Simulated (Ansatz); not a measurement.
# H$_{10}$HfN$_{2}$O$_{4}$Si: what the fields show

Input file:

```
crystal:
  periodic: [false, false, false]
  atoms:
    - {symbol: Si, position_ang: [-1.091103, 0.018942, -1.230075]}
    - {symbol: N, position_ang: [-0.182289, 0.544670, -2.845685]}
    - {symbol: N, position_ang: [-1.436963, -0.426652, 0.582729]}
    - {symbol: H, position_ang: [0.735898, 0.510034, -1.770881]}
    - {symbol: O, position_ang: [0.546235, 0.245526, -0.696302]}
    - {symbol: Hf, position_ang: [0.746224, -0.123067, 1.377415]}
    - {symbol: O, position_ang: [0.056028, 1.199586, 2.641675]}
    - {symbol: O, position_ang: [2.643356, 0.269363, 1.333984]}
    - {symbol: O, position_ang: [0.703511, -1.965971, 2.034007]}
    - {symbol: H, position_ang: [-1.521981, -1.303141, -1.766660]}
    - {symbol: H, position_ang: [-2.034963, 1.172356, -1.251583]}
    - {symbol: H, position_ang: [-0.104764, -0.140510, -3.584840]}
    - {symbol: H, position_ang: [-0.431544, 1.434769, -3.254917]}
    - {symbol: H, position_ang: [-2.100026, 0.184761, 1.045682]}
    - {symbol: H, position_ang: [-1.761738, -1.376103, 0.727683]}
    - {symbol: H, position_ang: [0.411315, 1.838121, 3.255202]}
    - {symbol: H, position_ang: [3.499795, 0.503732, 0.993206]}
    - {symbol: H, position_ang: [1.322908, -2.586416, 2.409361]}
basis:
  gaussian: {orbitals: def2-TZVPP}
hamiltonian: {xc: pbe0, dispersion: d4}
output: {orbitals: {seedname: orbitals}}
```

Command:

```sh
ansatz run in.yaml --threads 4 --pin off --events-out ev --progress --plain --max-ram 46080MiB --backend cuda --devices 0, --max-vram 37GiB
```

A transition-state structure; geometry: PBE0-D4/def2-TZVP; core potentials replace the inner electrons of Hf.

These are results of Ansatz, RKS PBE0-D4/def2-TZVPP, not measurements.

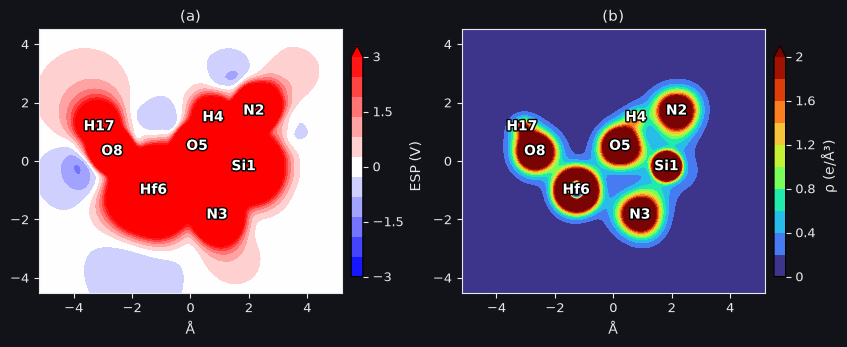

Figure 1. (a) electrostatic potential; (b) electron density on the plane of atoms N3, Hf6 and O5.

> What do the fields say about this system?

- The plane passes through Si, N, H, O and Hf nuclei.
- Si–O (1.74 Å): the density is about 0.98 e/Å³ at the midpoint.
- Si–N (1.90 Å): the density is about 0.82 e/Å³ at the midpoint.
- Hf–O (1.94 Å): the density is about 0.87 e/Å³ at the midpoint.
- Hf–N (2.34 Å): the density is about 0.43 e/Å³ at the midpoint.
- Hf–Si (3.19 Å): the density is about 0.28 e/Å³ at the midpoint.
- Outside the dense part of the molecule the potential is most negative (−1.4 V) near O8.

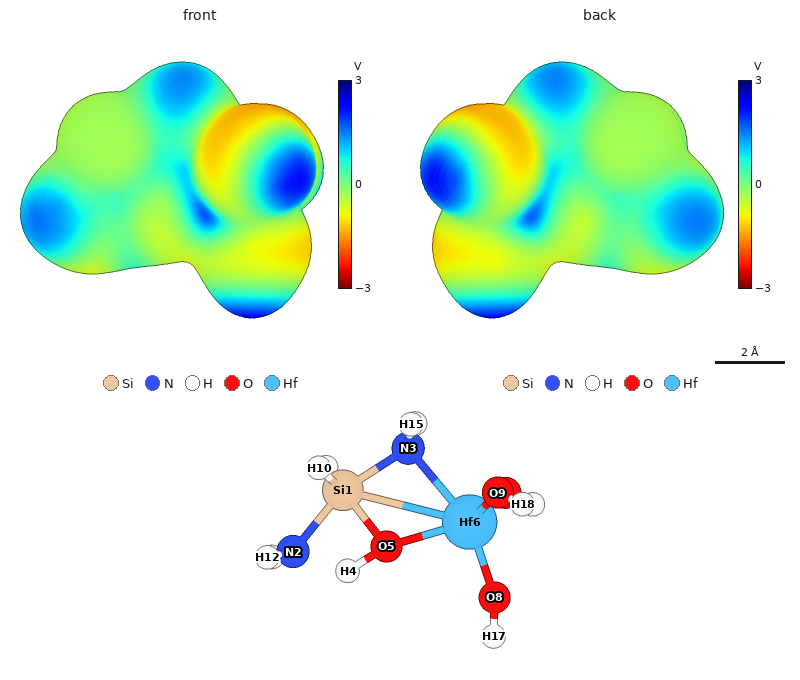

Figure 2. The molecular electrostatic potential painted on the density surface at 0.002 e/bohr³, seen from the front and from behind; the colour scale runs from red (negative) to blue (positive). The bare structure is drawn below in the same view.

> Describe the electrostatic potential map.

The most negative region (about −1.4 V) lies over O7 and O9, the most positive (about +2.2 V) over H16, H17 and H18.

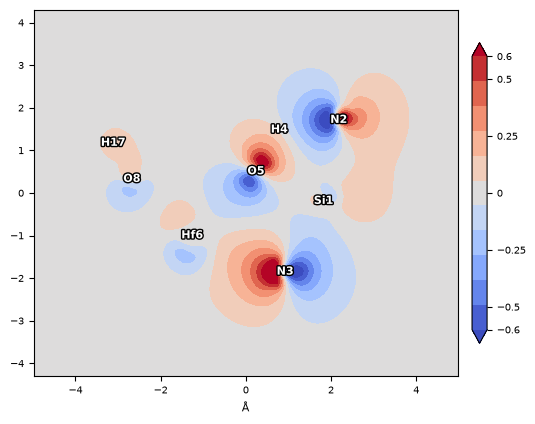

Figure 3. The HOMO−1 on the plane of atoms O5, Si1 and Hf6 (values in Å⁻³ᐟ²; the overall sign is arbitrary).

> What is the character of this orbital?

Its weight (Hirshfeld) is mainly on N3 (about 25 %), N2 (about 20 %), O5 (about 10 %), O9 (about 10 %), O7 (about 5 %) and Hf6 (about 5 %); largely a combination of lone pairs on N3, N2, O5, O9 and O7. Its energy is −8.01 eV.
